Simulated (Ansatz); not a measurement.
Al2ClH3S

Input file:

```
crystal:
  periodic: [false, false, false]
  atoms:
    - { symbol: Al, position_ang: [-1.14313, 1.50784, -0.29372] }
    - { symbol: S, position_ang: [-0.95069, -0.59512, 0.2502] }
    - { symbol: Al, position_ang: [1.06166, -1.46477, 0.28142] }
    - { symbol: Cl, position_ang: [2.63544, -0.39579, -0.37118] }
    - { symbol: H, position_ang: [-1.55254, 1.89883, -1.72308] }
    - { symbol: H, position_ang: [-0.97349, 2.60196, 0.77357] }
    - { symbol: H, position_ang: [1.21668, -2.88175, 0.83432] }
basis:
  gaussian: { orbitals: def2-SVP }
hamiltonian:
  xc: lda
relax:
  f_tol: 0.015
  max_steps: 40
output:
  orbitals: {}
```

Command:

```sh
ansatz run input.yaml --threads 1 --pin off --max-ram 2048MiB --backend cpu --events-out ev --progress --plain --runs-dir out
```

The fields are those of the relaxed geometry.

These are results of RKS LDA/def2-SVP (Ansatz 0.2.0), not measurements.

### What will maps of the electron density and electron localisation function show?

Al–S (2.11 Å): the density is about 0.72 e/Å³ at the midpoint; the ELF peaks at about 0.85 in the valence shell of S, 0.9 Å from its nucleus, and is about 0.80 at the midpoint.
Al–Cl (2.20 Å): ρ is about 0.58 e/Å³ halfway; the ELF peaks at about 0.85 in the valence shell of Cl, 0.9 Å from its nucleus, and is about 0.80 at the midpoint.
Al–H (1.58 Å): ρ is about 0.55 e/Å³ halfway; the ELF climbs to about 1 towards the hydrogen.
Al–S (2.29 Å): ρ at the midpoint is about 0.55 e/Å³; the ELF peaks at about 0.90 in the valence shell of S, 1.0 Å from its nucleus, and is about 0.85 at the midpoint.

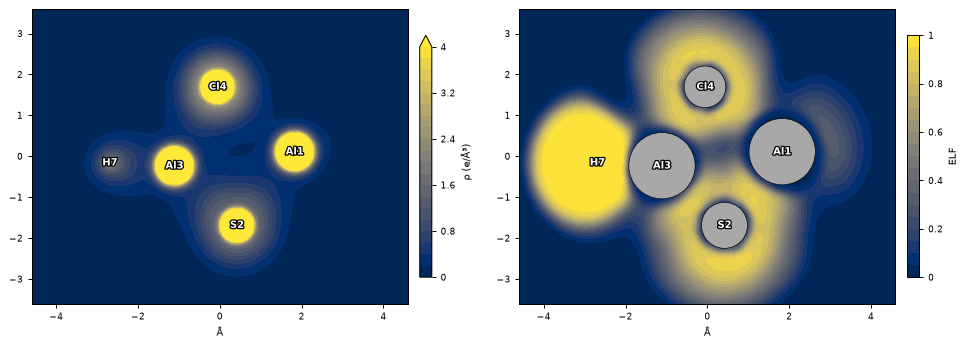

Computed electron density and electron localisation function on the plane of atoms Al1, S2 and Al3, in this order. Grey discs cover the atomic cores in the ELF map. 
